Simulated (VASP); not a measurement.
Consider the following.

```yaml
crystal:
  lattice:
    - [3.43769, 0.00000, 0.00000]
    - [0.00000, 3.43769, 0.00000]
    - [0.00000, 0.00000, 3.43769]
  atoms:
    - { symbol: In, position: [0.50000, 0.50000, 0.50000] }
    - { symbol: Pd, position: [0.00000, 0.00000, 0.00000] }
```

Method: vdW-DF2, VASP's PBE PAW potentials (set 64) (plane waves; VASP 6.6.1). Numerical set-up: 520 eV cut-off, 12×12×12 Γ-centred mesh, tetrahedra with Blöchl corrections, potentials In_d Pd.

Unless said otherwise, spin-orbit coupling is left out, though it shifts the bands of the heavy elements here.

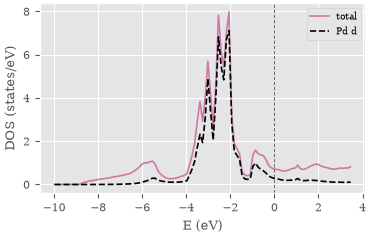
Figure: Total and projected density of states, zero at the Fermi level

Within 2 eV below the Fermi level the largest weight inside VASP's projection spheres is Pd d.

It has no gap at this level: it comes out as a metal or semimetal.

The compound is PdIn in the CsCl type structure. It was relaxed first, which changed the volume by +18 %. The electron count is odd and the run is not spin-polarised, which forces a metal.
